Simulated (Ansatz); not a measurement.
# SiH4 (triplet): correlated methods under varied settings

Aim: run SiH4 (triplet) at one geometry under a spread of methods and options, and see what each costs and gives.

The runs use Ansatz 0.2.0, Gaussian basis; the settings change from run to run.

26 further runs of the same task are left out: 10 that didn't finish, 16 set aside as unsound or not needed.

### Step 1. The geometry

The geometry is a PBE0/def2-TZVP stationary point (not a proven minimum).

5 atoms, charge 0, spin multiplicity 3.

Atoms are counted from 1 here; the program's logs count them from 0.

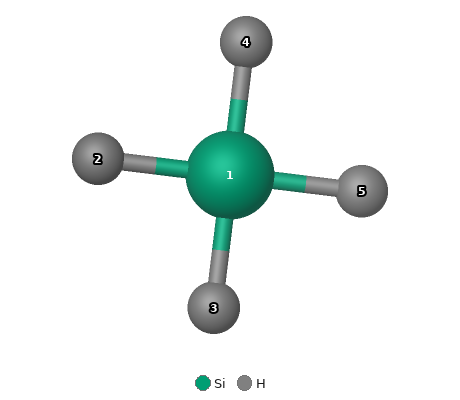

The structure; silicon teal, hydrogen grey; atoms are numbered from 1 in the order of the file.

As a file:

```xyz
5
charge 0, multiplicity 3
Si    0.0000    0.0000    0.0000
H    -0.0115    1.0851    1.0776
H    -0.0165   -1.0776    1.0850
H     0.0165    1.0776   -1.0850
H     0.0115   -1.0851   -1.0776
```

### Step 2. HF/def2-mTZVP

in.yaml reads:

```yaml
crystal:
  periodic: [false, false, false]
  atoms:
    - {symbol: Si, position_ang: [0.000000, 0.000000, 0.000000]}
    - {symbol: H, position_ang: [-0.011525, 1.085107, 1.077576]}
    - {symbol: H, position_ang: [-0.016497, -1.077632, 1.084987]}
    - {symbol: H, position_ang: [0.016497, 1.077632, -1.084987]}
    - {symbol: H, position_ang: [0.011525, -1.085107, -1.077576]}
basis:
  gaussian: {orbitals: def2-mTZVP}
magnetization: {spin_polarized: true, initial_magnetization: 2}
hamiltonian: {xc: hf}
scf: {lower_state_search: off}
output: {orbitals: {seedname: orbitals}}
```

Started as:

```bash
$ ansatz run in.yaml --threads 1 --pin off --events-out ev --progress --plain --max-ram 2393MiB
```

What it wrote:

```text
Functional definition: HF
  name "HF"
  cite "Fock, Z. Phys. 61, 126 (1930) doi:10.1007/BF01340294"
  parent pbe
  exchange = exact_x
  correlation = 0
these checks for a lower state are left out or cut short: stability, starts, cluster_reference, orbital_swaps, neighbouring_geometries, increment
329 factors; integrals over basis functions are off by at most 7.6e-4 eV
mean field evaluation 1: about -7919.3507 eV, gradient 6.7e0 eV
mean field evaluation 2: about -7919.3515 eV, gradient 6.7e0 eV
mean field evaluation 4: about -7919.8536 eV, gradient 6.2e-1 eV
mean field evaluation 8: about -7919.8609 eV, gradient 1.9e-3 eV
mean field -7919.86092035 eV, -291.0495205482 hartree, gradient 2.4e-6 eV, S^2 2.023363; 0 other end points of the search recorded, 0 dependent functions left out
reference -7919.86092035 eV, -291.0495205482 hartree; 10, 8 occupied and 24, 26 virtual orbitals, 329 factors
Total energy: -7919.86092035 eV, -291.0495205482 hartree
Checks for a lower state left out: stability, starts, cluster_reference, orbital_swaps, neighbouring_geometries, increment
```

It took 0.09 s on 1 thread of Arm Neoverse V2, shared host.

From the report: ⟨S²⟩ of the determinant 2.023 (pure triplet: 2.00).

### Step 3. BCCD(T) on ROHF/6-31G

Changes to in.yaml since step 2:

```diff
@@ -9,6 +9,4 @@
 basis:
-  gaussian: {orbitals: def2-mTZVP}
-magnetization: {spin_polarized: true, initial_magnetization: 2}
-hamiltonian: {xc: hf}
-scf: {lower_state_search: off}
-output: {orbitals: {seedname: orbitals}}
+  gaussian: {orbitals: 6-31G}
+magnetization: {spin_polarized: false, initial_magnetization: 2}
+correlation: {method: bccd_t, electrons: valence}
```

The command is unchanged.

What it wrote, shortened:

```text
Functional definition: HF
  name "HF"
  cite "Fock, Z. Phys. 61, 126 (1930) doi:10.1007/BF01340294"
  parent pbe
[...]
268 factors; integrals over basis functions are off by at most 2.0e-4 eV
[...]
mean field -7918.24513647 eV, -290.9901415858 hartree, gradient 1.1e-6 eV, S^2 2.000000; 0 other end points of the search recorded, 0 dependent functions left out
5 core orbitals not correlated: weight in the atoms' cores, before any rotation towards them, 1.000 or more for the frozen orbitals, at most 0.000 for the correlated occupied ones
reference -7918.24513647 eV, -290.9901415858 hartree; 5, 3 occupied and 11, 13 virtual orbitals, 268 factors
second order -1.68352812 eV of doubles, -0.09818558 eV of singles
cycle   1  -2.28729837 eV  change   -5.0e-1 eV  update   6.6e-2
[...]
cycle   9  -2.56246022 eV  change    2.5e-6 eV  update   3.1e-6
perturbative correction -0.03628926 eV, -0.0013336056 hartree
Total energy: -7920.84388594 eV, -291.0856438675 hartree
```

Run time: 0.33 s. Hardware: 1 thread of Arm Neoverse V2, shared host.

From the report: correlation -2.5987 eV; largest double amplitude 0.08.

### Step 4. CASCI(2,3)/6-31G

Changes to in.yaml since step 3:

```diff
@@ -11,2 +11,4 @@
 magnetization: {spin_polarized: false, initial_magnetization: 2}
-correlation: {method: bccd_t, electrons: valence}
+correlation: {active_space: {window: {electrons: 2, orbitals: 3}, fixed_orbitals: true}}
+accuracy: high
+output: {forces: true}
```

Same command.

What it wrote, shortened:

```text
Functional definition: HF
  name "HF"
  cite "Fock, Z. Phys. 61, 126 (1930) doi:10.1007/BF01340294"
  parent pbe
[...]
474 factors; integrals over basis functions are off by at most 2.8e-9 eV
[...]
mean field -7918.24527569 eV, -290.9901467023 hartree, gradient 3.8e-8 eV, S^2 2.000000; 0 other end points of the search recorded, 0 dependent functions left out
reference -7918.24527569 eV, -290.9901467023 hartree; 10, 8 occupied and 11, 13 virtual orbitals, 474 factors
state -7918.24527569 eV, -290.9901467023 hartree
[...]
Total energy: -7918.24527569 eV, -290.9901467023 hartree
Atom 0 at     0.000000     0.000000     0.000000 Å, force    -0.000000     0.000000    -0.000000 eV/Å
Atom 1 at    -0.011525     1.085107     1.077576 Å, force    -0.001542     0.145202     0.144194 eV/Å
Atom 2 at    -0.016497    -1.077632     1.084987 Å, force    -0.002208    -0.144202     0.145187 eV/Å
Atom 3 at     0.016497     1.077632    -1.084987 Å, force     0.002208     0.144202    -0.145187 eV/Å
Atom 4 at     0.011525    -1.085107    -1.077576 Å, force     0.001542    -0.145202    -0.144194 eV/Å
Dipole moment:    -0.000000    -0.000000    -0.000000 e Å
```

Run time: 0.27 s. Hardware: 1 thread of Arm Neoverse V2, shared host.

From the report: 4 determinants; active occupations 1.00, 1.00, 0.00. With so small a space the active step adds no correlation: the energy is the mean field's.

### Step 5. MRCISD+Q(relaxed)(2,3)/6-31G

Changes to in.yaml since step 4:

```diff
@@ -11,4 +11,2 @@
 magnetization: {spin_polarized: false, initial_magnetization: 2}
-correlation: {active_space: {window: {electrons: 2, orbitals: 3}, fixed_orbitals: true}}
-accuracy: high
-output: {forces: true}
+correlation: {method: fic_mrcisd_q_relaxed, electrons: all, active_space: {window: {electrons: 2, orbitals: 3}}}
```

Same command.

What it wrote, shortened:

```text
Functional definition: HF
  name "HF"
  cite "Fock, Z. Phys. 61, 126 (1930) doi:10.1007/BF01340294"
  parent pbe
[...]
268 factors; integrals over basis functions are off by at most 2.0e-4 eV
[...]
mean field -7918.24513647 eV, -290.9901415858 hartree, gradient 1.1e-6 eV, S^2 2.000000; 0 other end points of the search recorded, 0 dependent functions left out
reference -7918.24513647 eV, -290.9901415858 hartree; 10, 8 occupied and 11, 13 virtual orbitals, 268 factors
state -7918.24513647 eV, -290.9901415858 hartree
contracted CI cycle   1: correlation 0.00000000 eV, 0.0000000000 hartree, residual 1.11e1 eV
contracted CI cycle   2: correlation -2.42746043 eV, -0.0892075255 hartree, residual 2.39e0 eV
contracted CI cycle   3: correlation -2.52678594 eV, -0.0928576705 hartree, residual 7.32e-1 eV
contracted CI cycle   4: correlation -2.53442751 eV, -0.0931384931 hartree, residual 1.62e-1 eV
contracted CI cycle   5: correlation -2.53502658 eV, -0.0931605083 hartree, residual 5.39e-2 eV
contracted CI cycle   6: correlation -2.53508380 eV, -0.0931626113 hartree, residual 1.75e-2 eV
contracted CI cycle   7: correlation -2.53508987 eV, -0.0931628344 hartree, residual 4.69e-3 eV
contracted CI cycle   8: correlation -2.53509020 eV, -0.0931628464 hartree, residual 9.96e-4 eV
state -7918.24513647 eV, -290.9901415858 hartree; corrected -7920.98089885 eV, -291.0906789992 hartree
WARN: 1 active orbitals are nearly empty or full. The corrections depend on them more than the energy does, and are more stable in an active space without them
Total energy: -7920.98089885 eV, -291.0906789992 hartree
```

Run time: 0.33 s. Hardware: 1 thread of Arm Neoverse V2, shared host.

From the report: 4 determinants; active occupations 1.00, 1.00, 0.00. The report marks this result as in doubt.

### Step 6. NEVPT4(SD)(4,6)/6-31G

Changes to in.yaml since step 5:

```diff
@@ -11,2 +11,2 @@
 magnetization: {spin_polarized: false, initial_magnetization: 2}
-correlation: {method: fic_mrcisd_q_relaxed, electrons: all, active_space: {window: {electrons: 2, orbitals: 3}}}
+correlation: {method: fic_nevpt4_sd, electrons: all, active_space: {window: {electrons: 4, orbitals: 6}, states: [{multiplicity: 3, weights: [1, 1, 0.5, 0.5]}]}}
```

Launched as before.

What it wrote, shortened:

```text
Functional definition: HF
  name "HF"
  cite "Fock, Z. Phys. 61, 126 (1930) doi:10.1007/BF01340294"
  parent pbe
[...]
459 factors; integrals over basis functions are off by at most 2.9e-8 eV
[...]
mean field -7918.24527569 eV, -290.9901467021 hartree, gradient 1.1e-6 eV, S^2 2.000000; 0 other end points of the search recorded, 0 dependent functions left out
reference -7918.24527569 eV, -290.9901467021 hartree; 10, 8 occupied and 11, 13 virtual orbitals, 459 factors
state -7918.87679680 eV, -291.0133546748 hartree
state -7914.55652100 eV, -290.8545874677 hartree
state -7914.42822753 eV, -290.8498727695 hartree
state -7912.80876682 eV, -290.7903586863 hartree
state -7918.87679680 eV, -291.0133546748 hartree; corrected -7920.87121960 eV, -291.0866483609 hartree
state -7914.55652100 eV, -290.8545874677 hartree; corrected -7916.64810502 eV, -290.9314517625 hartree
state -7914.42822753 eV, -290.8498727695 hartree; corrected -7916.40619495 eV, -290.9225617316 hartree
state -7912.80876682 eV, -290.7903586863 hartree; corrected -7914.87723298 eV, -290.8663734157 hartree
Total energy: -7917.72034619 eV, -290.9708558990 hartree
```

Wall time 1.7 s (1 thread of Arm Neoverse V2, shared host).

From the report: 48 determinants; active occupations (of the averaged states) 1.64, 1.15, 0.83, 0.35, 0.03, 0.00.

### Step 7. CCSDT(Q)/B/6-31G

Changes to in.yaml since step 6:

```diff
@@ -10,3 +10,5 @@
   gaussian: {orbitals: 6-31G}
-magnetization: {spin_polarized: false, initial_magnetization: 2}
-correlation: {method: fic_nevpt4_sd, electrons: all, active_space: {window: {electrons: 4, orbitals: 6}, states: [{multiplicity: 3, weights: [1, 1, 0.5, 0.5]}]}}
+magnetization: {spin_polarized: true, initial_magnetization: 2}
+hamiltonian: {xc: {name: r2SCAN}}
+correlation: {method: ccsdt_q_b, electrons: outside_noble_gas}
+output: {forces: true}
```

Same command.

What it wrote:

```text
Functional definition: r2SCAN
  name "r2SCAN"
  cite "Furness, Kaplan, Ning, Perdew & Sun, J. Phys. Chem. Lett. 11, 8208 (2020) doi:10.1021/acs.jpclett.0c02405"
  cite "Furness, Kaplan, Ning, Perdew & Sun, J. Phys. Chem. Lett. 11, 9248 (2020) doi:10.1021/acs.jpclett.0c03077"
  parent r2scan
  parameter k0 = 0.174
  parameter k1 = 0.065
  parameter a1 = 4.9479
  exchange = r2scan_x(k0 = k0, k1 = k1, a1 = a1)
  correlation = r2scan_c
459 factors; integrals over basis functions are off by at most 2.9e-8 eV
mean field evaluation 1: about -7935.6597 eV, gradient 3.9e0 eV
mean field evaluation 2: about -7935.6563 eV, gradient 3.9e0 eV
mean field evaluation 4: about -7935.8179 eV, gradient 4.3e-1 eV
mean field evaluation 8: about -7935.8196 eV, gradient 7.1e-4 eV
mean field -7935.81962608 eV, -291.6359921666 hartree, gradient 7.5e-6 eV, S^2 2.005393; 0 other end points of the search recorded, 0 dependent functions left out
5 core orbitals not correlated: weight in the atoms' cores, before any rotation towards them, 1.000 or more for the frozen orbitals, at most 0.000 for the correlated occupied ones
reference -7918.28402015 eV, -290.9915705350 hartree; 5, 3 occupied and 11, 13 virtual orbitals, 459 factors
second order -1.67461535 eV of doubles, -0.08239402 eV of singles
cycle   1  -2.21812862 eV  change   -4.6e-1 eV  update   6.5e-2
cycle   2  -2.51357000 eV  change   -3.0e-1 eV  update   3.1e-2
cycle   3  -2.53816615 eV  change   -2.5e-2 eV  update   7.7e-3
cycle   4  -2.54356126 eV  change   -5.4e-3 eV  update   2.2e-3
cycle   5  -2.54267814 eV  change    8.8e-4 eV  update   6.5e-4
cycle   6  -2.54258415 eV  change    9.4e-5 eV  update   2.3e-4
cycle   7  -2.54277140 eV  change   -1.9e-4 eV  update   5.8e-5
cycle   8  -2.54273080 eV  change    4.1e-5 eV  update   1.7e-5
cycle   9  -2.54272658 eV  change    4.2e-6 eV  update   4.7e-6
cycle  10  -2.54272956 eV  change   -3.0e-6 eV  update   1.4e-6
cycle  11  -2.54272936 eV  change    2.0e-7 eV  update   4.8e-7
perturbative correction 0.00012484 eV, 0.0000045880 hartree
the calculation of the forces begins
mean field evaluation 16: about -7935.8238 eV, gradient 2.4e-2 eV
Total energy: -7920.82662467 eV, -291.0850095276 hartree
Atom 0 at     0.000000     0.000000     0.000000 Å, force     0.000000    -0.000000    -0.000000 eV/Å
Atom 1 at    -0.011525     1.085107     1.077576 Å, force    -0.005208     0.490351     0.486948 eV/Å
Atom 2 at    -0.016497    -1.077632     1.084987 Å, force    -0.007455    -0.486974     0.490297 eV/Å
Atom 3 at     0.016497     1.077632    -1.084987 Å, force     0.007455     0.486974    -0.490297 eV/Å
Atom 4 at     0.011525    -1.085107    -1.077576 Å, force     0.005208    -0.490351    -0.486948 eV/Å
Dipole moment:    -0.000000     0.000000     0.000000 e Å
```

Wall time 8 s (1 thread of Arm Neoverse V2, shared host).

From the report: ⟨S²⟩ of the determinant 2.005 (pure triplet: 2.00); correlation -2.5426 eV; T1 0.010; largest double amplitude 0.08. The orbitals are Kohn-Sham ones, so correlation energy and T1 don't compare with those on Hartree-Fock orbitals.

### Step 8. The runs in one table

Where basis and cores are those of an earlier FCI/6-31G run (-7920.8584 eV), and the state is the same kind, the miss against it is given. † marks a result that the program doubts.

```
                                         level         correlated  functions  energy (eV)  from FCI (meV)    time
                                 HF/def2-mTZVP                            34   -7919.8609                  0.09 s
                         BCCD(T) on ROHF/6-31G            valence         21   -7920.8439            14.5  0.33 s
                              CASCI(2,3)/6-31G                            21   -7918.2453          2613.1  0.27 s
                MRCISD+Q(relaxed)(2,3)/6-31G †                all         21   -7920.9809                  0.33 s
NEVPT4(SD)(4,6)/6-31G (mean of several states)                all         21   -7917.7203                   1.7 s
         CCSDT(Q)/B/6-31G (on r2SCAN orbitals)  outside noble gas         21   -7920.8266            31.8     8 s
```

### Step 9. Summary of results

```
quantity                                       value
    runs                                           6
quickest                       HF/def2-mTZVP, 0.09 s
 slowest  CCSDT(Q)/B/6-31G (on r2SCAN orbitals), 8 s
```

In words: Total energies in different bases, with other cores or another treatment of relativity can't be set against each other. CCSDT(Q)/B/6-31G (on r2SCAN orbitals) took 89 times as long as HF/def2-mTZVP; the jobs differ in more than the method. Among the correlated runs with a miss given, it spans +15 to +32 meV. Hartree-Fock, CASSCF and CASCI lack dynamic correlation by design. Cores frozen from Kohn-Sham orbitals shift the total energy.
